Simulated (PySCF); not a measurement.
# [La(NH3)]3+: how settings move a single point

Which settings matter for [La(NH3)]3+? Each run alters one on purpose. The structure is generated, not taken from experiment.

Computed with PySCF 2.14.0. Level: PBE0, La lcecp-1-SVP with ECP46, N def2-SVP, H def2-SVP; scalar-relativistic core potentials, no spin–orbit coupling.

2 further runs of the same task are left out: 2 for a known fault of the program.

**1. The system as given**

5 atoms, charge 3, spin multiplicity 1.

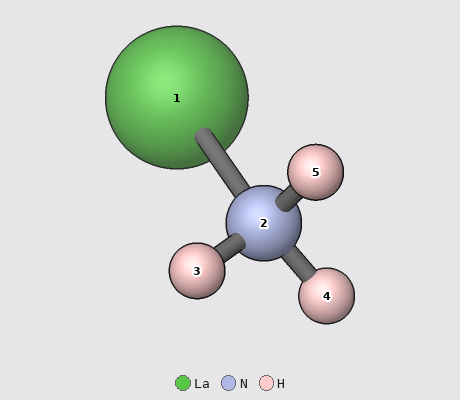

The structure; lanthanum green, nitrogen light blue, hydrogen pink; atoms are numbered from 1 in the order of the file.

Geometry (Å):

```xyz
5
H3LaN
La    0.00000    0.00000   -0.21497
N     0.00000    0.00000    2.26280
H     0.93936    0.00004    2.71906
H    -0.46971    0.81350    2.71906
H    -0.46965   -0.81353    2.71906
```

Formal oxidation states: La +3. The 4f shell is empty and lies in the core potential. An earlier session relaxed this geometry at PBE0, La lcecp-1-SVP with ECP46, N def2-SVP, H def2-SVP (singlet, point group C3v).

The sound run used a (50, 194) grid (finer on f atoms), a threshold of 1e-8 and at most 55 cycles, and ended at -86.778079 Eh.

**2. Try 1**

run.py (the lines that set the calculation)

```python
mol = gto.M(atom='''
La     0.00000     0.00000    -0.21497
N      0.00000     0.00000     2.26280
H      0.93936     0.00004     2.71906
H     -0.46971     0.81350     2.71906
H     -0.46965    -0.81353     2.71906''',
    basis={'La': 'lcecp-1-SVP', 'N': 'def2-SVP', 'H': 'def2-SVP'},
    ecp={'La': 'lcecp-1-SVP'},
    charge=3, spin=0)
mf = dft.RKS(mol, xc='PBE0')
mf.grids.atom_grid = (50, 194)  # f atoms: unpruned, at least (60, 302)
mf = mf.density_fit()  # fitting sets: La AutoAux, N def2-universal-JKFIT, H def2-universal-JKFIT
mf.conv_tol = 0.001; mf.max_cycle = 55
mf.kernel(dm0)  # dm0: free metal ions and neutral atoms
```

On the command line:

```bash
> OMP_NUM_THREADS=2 python run.py
```

What it wrote:

```text
init E= -79.0708533711585
  HOMO = -1.48686409433644  LUMO = -0.923962658895506  gap/eV = 15.31733
cycle= 1 E= -84.6968090541637  delta_E= -5.63  |g|= 3.02  |ddm|= 2.76
cycle= 2 E= -75.7404637110245  delta_E= 8.96  |g|= 3.23  |ddm|= 5.04
  HOMO = -1.14521559647001  LUMO = -0.899902849283565  gap/eV = 6.67530
cycle= 3 E= -86.0283411923575  delta_E= -10.3  |g|= 1.58  |ddm|= 4.85
  HOMO = -1.22224502503446  LUMO = -0.654672767983712  gap/eV = 15.44443
cycle= 4 E= -86.5296828738279  delta_E= -0.501  |g|= 0.972  |ddm|= 1.38
  HOMO = -0.981586560404111  LUMO = -0.727922168673778  gap/eV = 6.90256
cycle= 5 E= -86.7732103145838  delta_E= -0.244  |g|= 0.118  |ddm|= 1.01
  HOMO = -0.973547269309471  LUMO = -0.717856451559987  gap/eV = 6.95770
cycle= 6 E= -86.777740367051  delta_E= -0.00453  |g|= 0.0355  |ddm|= 0.219
  HOMO = -0.979716504790034  LUMO = -0.720080223449192  gap/eV = 7.06506
cycle= 7 E= -86.778062512046  delta_E= -0.000322  |g|= 0.00736  |ddm|= 0.0404
  HOMO = -0.982672827847246  LUMO = -0.718096323209437  gap/eV = 7.19949
Extra cycle  E= -86.7780526446097  delta_E= 9.87e-06  |g|= 0.0104  |ddm|= 0.0169
converged SCF energy = -86.7780526446097
```

It took 1.2 s on 2 threads of Arm Neoverse V2, shared host.

Changed: the SCF threshold (0.001). It converges in 7 cycles, +0.001 eV from the sound run, with a largest force component of 0.08 eV/Å. The result survives the change.

**3. Try 2**

run.py (the lines that set the calculation)

```python
mol = gto.M(atom='''
La     0.00000     0.00000    -0.20207
N      0.00000     0.00000     2.12704
H      0.88300     0.00003     2.55591
H     -0.44153     0.76469     2.55591
H     -0.44147    -0.76472     2.55591''',
    basis={'La': 'lcecp-1-SVP', 'N': 'def2-SVP', 'H': 'def2-SVP'},
    ecp={'La': 'lcecp-1-SVP'},
    charge=3, spin=0)
mf = dft.RKS(mol, xc='PBE0')
mf.grids.atom_grid = (50, 194)  # f atoms: unpruned, at least (60, 302)
mf = mf.density_fit()  # fitting sets: La AutoAux, N def2-universal-JKFIT, H def2-universal-JKFIT
mf.conv_tol = 1e-08; mf.max_cycle = 55
mf.kernel(dm0)  # dm0: free metal ions and neutral atoms
```

On the command line:

```bash
> OMP_NUM_THREADS=2 python run.py
```

What it wrote:

```text
init E= -79.0755864683986
  HOMO = -1.51177261609648  LUMO = -0.920526652513725  gap/eV = 16.08862
cycle= 1 E= -84.7830803211439  delta_E= -5.71  |g|= 3.02  |ddm|= 2.87
cycle= 2 E= -75.8633859560211  delta_E= 8.92  |g|= 3.34  |ddm|= 5.06
  HOMO = -1.19712416202369  LUMO = -0.859109895875115  gap/eV = 9.19784
cycle= 3 E= -86.0689493913252  delta_E= -10.2  |g|= 1.53  |ddm|= 4.83
  HOMO = -1.21644803621789  LUMO = -0.676785946503267  gap/eV = 14.68495
cycle= 4 E= -86.5757440145899  delta_E= -0.507  |g|= 0.851  |ddm|= 1.43
  HOMO = -1.01084225064921  LUMO = -0.72968479416807  gap/eV = 7.65068
cycle= 5 E= -86.7600587940604  delta_E= -0.184  |g|= 0.109  |ddm|= 0.929
  HOMO = -1.01125873806651  LUMO = -0.717817155044653  gap/eV = 7.98495
cycle= 6 E= -86.7633967517608  delta_E= -0.00334  |g|= 0.0317  |ddm|= 0.186
  HOMO = -1.01643734089425  LUMO = -0.720099171067405  gap/eV = 8.06377
cycle= 7 E= -86.7636456345078  delta_E= -0.000249  |g|= 0.00555  |ddm|= 0.0342
  HOMO = -1.01733447348033  LUMO = -0.719177889029229  gap/eV = 8.11325
cycle= 8 E= -86.7636543680232  delta_E= -8.73e-06  |g|= 0.000644  |ddm|= 0.00584
  HOMO = -1.0174201080807  LUMO = -0.719065362546065  gap/eV = 8.11865
cycle= 9 E= -86.7636544676112  delta_E= -9.96e-08  |g|= 0.000114  |ddm|= 0.000668
  HOMO = -1.01744464723452  LUMO = -0.719075204965446  gap/eV = 8.11905
cycle= 10 E= -86.7636544711048  delta_E= -3.49e-09  |g|= 2.7e-06  |ddm|= 0.000112
  HOMO = -1.01744337463968  LUMO = -0.719075318320998  gap/eV = 8.11901
Extra cycle  E= -86.7636544711064  delta_E= -1.62e-12  |g|= 2.32e-06  |ddm|= 7e-06
converged SCF energy = -86.7636544711064
```

Run time: 1.3 s. Hardware: 2 threads of Arm Neoverse V2, shared host.

Changed: the scale of all coordinates (0.94). It converges in 10 cycles, +0.392 eV from the sound run, with a largest force component of 2.78 eV/Å. The setting is unsound, so these numbers aren't the compound's.

**4. Try 3**

run.py (the lines that set the calculation)

```python
mol = gto.M(atom='''
La     0.00000     0.00000    -0.21497
N      0.00000     0.00000     0.28503
H      0.93936     0.00004     2.71906
H     -0.46971     0.81350     2.71906
H     -0.46965    -0.81353     2.71906''',
    basis={'La': 'lcecp-1-SVP', 'N': 'def2-SVP', 'H': 'def2-SVP'},
    ecp={'La': 'lcecp-1-SVP'},
    charge=3, spin=0)
mf = dft.RKS(mol, xc='PBE0')
mf.grids.atom_grid = (50, 194)  # f atoms: unpruned, at least (60, 302)
mf = mf.density_fit()  # fitting sets: La AutoAux, N def2-universal-JKFIT, H def2-universal-JKFIT
mf.conv_tol = 1e-08; mf.max_cycle = 79
mf.kernel(dm0)  # dm0: free metal ions and neutral atoms
```

On the command line:

```bash
> OMP_NUM_THREADS=2 python run.py
```

What it wrote:

```text
init E= -44.4616893517255
cycle= 1 E= -52.7978294545299  delta_E= -8.34  |g|=  3.2  |ddm|= 12.6
  HOMO = -0.461849172682168  LUMO = -0.390494310028909  gap/eV = 1.94166
cycle= 2 E= -43.2584199837389  delta_E= 9.54  |g|= 4.69  |ddm|= 14.5
  HOMO = -0.903113989305929  LUMO = -0.887636408512946  gap/eV = 0.42117
cycle= 3 E= -54.8306200622723  delta_E= -11.6  |g|= 0.879  |ddm|=   14
cycle= 4 E= -51.1266419184113  delta_E=  3.7  |g|= 1.95  |ddm|= 10.6
  HOMO = -0.858612918616529  LUMO = -0.822421109680071  gap/eV = 0.98483
cycle= 5 E= -56.2227583924678  delta_E= -5.1  |g|= 0.255  |ddm|= 7.97
  HOMO = -0.874727933007545  LUMO = -0.809833319376395  gap/eV = 1.76587
cycle= 6 E= -56.2371757785521  delta_E= -0.0144  |g|= 0.0722  |ddm|= 0.979
  HOMO = -0.904927859135462  LUMO = -0.792009531150495  gap/eV = 3.07266
cycle= 7 E= -56.2392152802259  delta_E= -0.00204  |g|= 0.0351  |ddm|= 0.348
  HOMO = -0.91991282456663  LUMO = -0.781382548177584  gap/eV = 3.76960
cycle= 8 E= -56.2398155755696  delta_E= -0.0006  |g|= 0.00743  |ddm|= 0.252
  HOMO = -0.921747947118416  LUMO = -0.780205810533343  gap/eV = 3.85156
cycle= 9 E= -56.2398343600711  delta_E= -1.88e-05  |g|= 0.00258  |ddm|= 0.0367
  HOMO = -0.922567672880593  LUMO = -0.779395930629139  gap/eV = 3.89590
cycle= 10 E= -56.2398368718492  delta_E= -2.51e-06  |g|= 0.000766  |ddm|= 0.0152
  HOMO = -0.922766567634891  LUMO = -0.779145280477499  gap/eV = 3.90813
cycle= 11 E= -56.2398370869094  delta_E= -2.15e-07  |g|= 0.000186  |ddm|= 0.00419
  HOMO = -0.922797433668695  LUMO = -0.779104213560095  gap/eV = 3.91009
cycle= 12 E= -56.2398370991636  delta_E= -1.23e-08  |g|= 5.38e-05  |ddm|= 0.0015
  HOMO = -0.92279969341833  LUMO = -0.779088768917269  gap/eV = 3.91057
cycle= 13 E= -56.2398371007938  delta_E= -1.63e-09  |g|= 6.44e-06  |ddm|= 0.000251
  HOMO = -0.922797660446911  LUMO = -0.779091707618158  gap/eV = 3.91044
Extra cycle  E= -56.2398371008246  delta_E= -3.08e-11  |g|= 3.38e-06  |ddm|= 4.6e-05
converged SCF energy = -56.2398371008246
```

It took 1.5 s on 2 threads of Arm Neoverse V2, shared host.

Changed: one atom's place (atom 2 put 0.5 Å from the metal); the cycle limit is 79. It converges in 13 cycles, +830.988 eV from the sound run, with a largest force component of 4127.23 eV/Å. The setting is unsound, so these numbers aren't the compound's.

**5. Try 4**

Edit run.py (the lines that set the calculation) of step 4 so:

```diff
@@ -2,3 +2,3 @@
 La     0.00000     0.00000    -0.21497
-N      0.00000     0.00000     0.28503
+N      0.00000     0.00000     2.26280
 H      0.93936     0.00004     2.71906
@@ -12,3 +12,3 @@
 mf = mf.density_fit()  # fitting sets: La AutoAux, N def2-universal-JKFIT, H def2-universal-JKFIT
-mf.conv_tol = 1e-08; mf.max_cycle = 79
-mf.kernel(dm0)  # dm0: free metal ions and neutral atoms
+mf.conv_tol = 1e-08; mf.max_cycle = 55
+mf.kernel(dm0)  # dm0: smeared density
```

On the command line:

```bash
> OMP_NUM_THREADS=2 python run.py
```

What it wrote:

```text
init E= -86.7650015438872
  HOMO = -0.984596302902066  LUMO = -0.71641978777038  gap/eV = 7.29745
cycle= 1 E= -86.7778780818096  delta_E= -0.0129  |g|= 0.0249  |ddm|= 0.038
  HOMO = -0.974192419836555  LUMO = -0.720531716657619  gap/eV = 6.90246
cycle= 2 E= -86.7777144878358  delta_E= 0.000164  |g|= 0.0392  |ddm|= 0.0681
  HOMO = -0.980532715767833  LUMO = -0.719273389720572  gap/eV = 7.10923
cycle= 3 E= -86.778077308394  delta_E= -0.000363  |g|= 0.00173  |ddm|= 0.0312
  HOMO = -0.980922712566322  LUMO = -0.718602976499483  gap/eV = 7.13808
cycle= 4 E= -86.7780785041484  delta_E= -1.2e-06  |g|= 0.000231  |ddm|= 0.00355
  HOMO = -0.98095680436138  LUMO = -0.718593357195854  gap/eV = 7.13927
cycle= 5 E= -86.7780785170241  delta_E= -1.29e-08  |g|= 3.78e-05  |ddm|= 0.000284
  HOMO = -0.98096603977735  LUMO = -0.718593835300128  gap/eV = 7.13951
cycle= 6 E= -86.7780785174907  delta_E= -4.67e-10  |g|= 8.16e-06  |ddm|= 5.65e-05
  HOMO = -0.980965799394401  LUMO = -0.718591333105929  gap/eV = 7.13957
Extra cycle  E= -86.7780785175042  delta_E= -1.35e-11  |g|= 6.21e-06  |ddm|= 1.85e-05
converged SCF energy = -86.7780785175042
```

It took 1.2 s on 2 threads of Arm Neoverse V2, shared host.

Changed: the starting guess (smeared density). It converges in 6 cycles, at the sound run's energy within 0.001 eV, with a largest force component of 0.00 eV/Å. The result survives the change.

**6. Try 5**

Edit run.py (the lines that set the calculation) of step 5 so:

```diff
@@ -12,3 +12,3 @@
 mf = mf.density_fit()  # fitting sets: La AutoAux, N def2-universal-JKFIT, H def2-universal-JKFIT
-mf.conv_tol = 1e-08; mf.max_cycle = 55
-mf.kernel(dm0)  # dm0: smeared density
+mf.conv_tol = 1e-08; mf.max_cycle = 60
+mf.kernel(dm0)  # dm0: core Hamiltonian
```

On the command line:

```bash
> OMP_NUM_THREADS=2 python run.py
```

What it wrote:

```text
init E= -77.9974276967951
  HOMO = -0.670511554739244  LUMO = -0.667530991273309  gap/eV = 0.08111
cycle= 1 E= -67.388647706295  delta_E= 10.6  |g|=  3.5  |ddm|=  8.7
  HOMO = -1.99195374271687  LUMO = -1.95028624180613  gap/eV = 1.13383
cycle= 2 E= -44.165506046435  delta_E= 23.2  |g|= 6.76  |ddm|= 13.3
  HOMO = -1.42841576713397  LUMO = -1.15719656951709  gap/eV = 7.38025
cycle= 3 E= -62.5297025226361  delta_E= -18.4  |g|= 5.49  |ddm|= 7.57
  HOMO = -1.2547632578746  LUMO = -1.21503676282404  gap/eV = 1.08101
cycle= 4 E= -64.3926540843858  delta_E= -1.86  |g|= 5.38  |ddm|= 1.52
  HOMO = -1.24294838838478  LUMO = -1.22927156076564  gap/eV = 0.37217
cycle= 5 E= -65.0797429986397  delta_E= -0.687  |g|= 5.76  |ddm|= 0.501
cycle= 6 E= -77.071363199597  delta_E=  -12  |g|= 4.99  |ddm|= 4.65
  HOMO = -1.19118936987034  LUMO = -1.16578008963412  gap/eV = 0.69142
cycle= 7 E= -83.9732356920362  delta_E= -6.9  |g|= 3.34  |ddm|=  4.2
  HOMO = -1.21239609457614  LUMO = -0.94485394778626  gap/eV = 7.28019
cycle= 8 E= -85.6977128119556  delta_E= -1.72  |g|= 2.01  |ddm|= 1.45
  HOMO = -1.20997949717305  LUMO = -0.621388467865373  gap/eV = 16.01638
cycle= 9 E= -86.5338219252872  delta_E= -0.836  |g|= 0.927  |ddm|= 1.19
  HOMO = -0.957002370391244  LUMO = -0.707180155096403  gap/eV = 6.79801
cycle= 10 E= -86.768619008739  delta_E= -0.235  |g|= 0.194  |ddm|= 1.15
  HOMO = -0.990879538194125  LUMO = -0.721414192993128  gap/eV = 7.33253
cycle= 11 E= -86.7762448394784  delta_E= -0.00763  |g|= 0.0877  |ddm|= 0.236
  HOMO = -0.978447090601296  LUMO = -0.719175198934141  gap/eV = 7.05515
cycle= 12 E= -86.7780236731784  delta_E= -0.00178  |g|= 0.0156  |ddm|= 0.0868
  HOMO = -0.980914230897209  LUMO = -0.718817080001291  gap/eV = 7.13203
cycle= 13 E= -86.7780778793731  delta_E= -5.42e-05  |g|= 0.00143  |ddm|= 0.0125
  HOMO = -0.980955415360413  LUMO = -0.718632249861125  gap/eV = 7.13818
cycle= 14 E= -86.7780784884443  delta_E= -6.09e-07  |g|= 0.00028  |ddm|= 0.0019
  HOMO = -0.980967852577816  LUMO = -0.718592122772336  gap/eV = 7.13961
cycle= 15 E= -86.7780785162616  delta_E= -2.78e-08  |g|= 5.35e-05  |ddm|= 0.000482
  HOMO = -0.980965936404854  LUMO = -0.718591722623709  gap/eV = 7.13957
cycle= 16 E= -86.7780785174801  delta_E= -1.22e-09  |g|= 8.7e-06  |ddm|= 9.38e-05
  HOMO = -0.980965198574097  LUMO = -0.718591869627291  gap/eV = 7.13954
Extra cycle  E= -86.778078517508  delta_E= -2.8e-11  |g|= 4.41e-06  |ddm|= 1.92e-05
converged SCF energy = -86.778078517508
```

It took 1.5 s on 2 threads of Arm Neoverse V2, shared host.

Changed: the starting guess (bare core Hamiltonian); the cycle limit is 60. It converges in 16 cycles, at the sound run's energy within 0.001 eV, with a largest force component of 0.00 eV/Å. The result survives the change.

**7. Results**

| run | changed | ending | energy change (eV) | cycles | time | usable |
| --- | --- | --- | --- | --- | --- | --- |
| 1 | the SCF threshold | converged | +0.001 | 7 | 1.2 s | yes |
| 2 | the scale of all coordinates | converged | +0.392 | 10 | 1.3 s | no |
| 3 | one atom's place | converged | +830.988 | 13 | 1.5 s | no |
| 4 | the starting guess | converged | 0.000 | 6 | 1.2 s | yes |
| 5 | the starting guess | converged | 0.000 | 16 | 1.5 s | yes |

3 of 5 altered runs give a usable result. 2 ended normally with numbers unfit to quote.
